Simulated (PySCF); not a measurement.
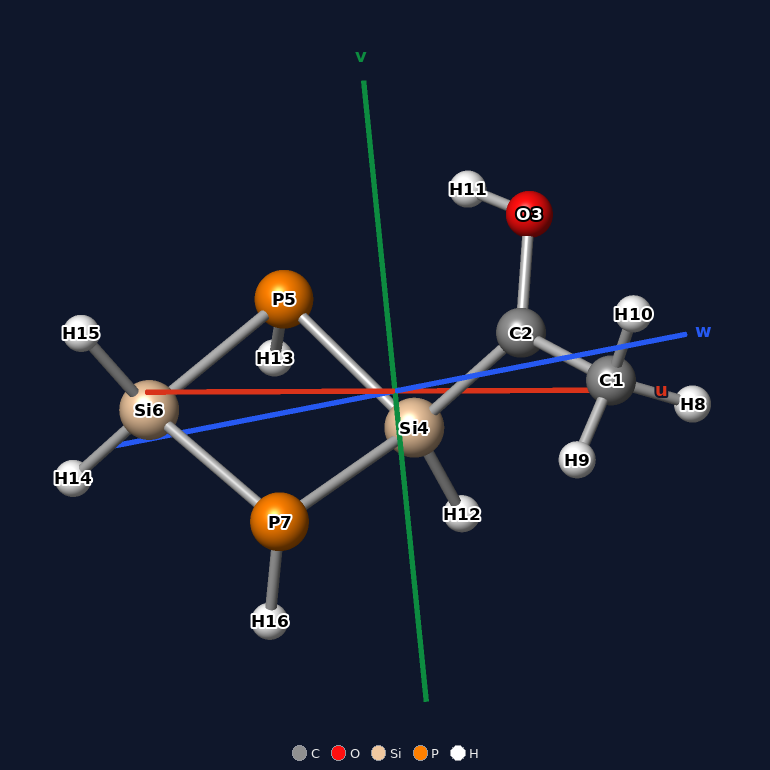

The lines u, v and w are the principal axes of the g tensor. The species is neutral and a spin doublet. Computed geometry: GFN2-xTB optimisation. No frequency run is at hand to confirm it as a minimum. Method: UKS B3LYP, pcH-1 on C H O P Si, non-relativistic, mean-field spin-orbit, GIAO (PySCF 2.14.0).

> Along which axis does g lie farthest from the free-electron value?

Along w: the shift is 2270 ppm.

Give the principal values and shifts.

```csv
axis,g,shift (ppm)
u,2.00210,−217
v,2.00362,1299
w,2.00459,2270
```

The geometry is semi-empirical. Around P, Si such bond lengths and angles can be off by a tenth of an ångström or more and by several degrees, and values that hang on the shape move with them.
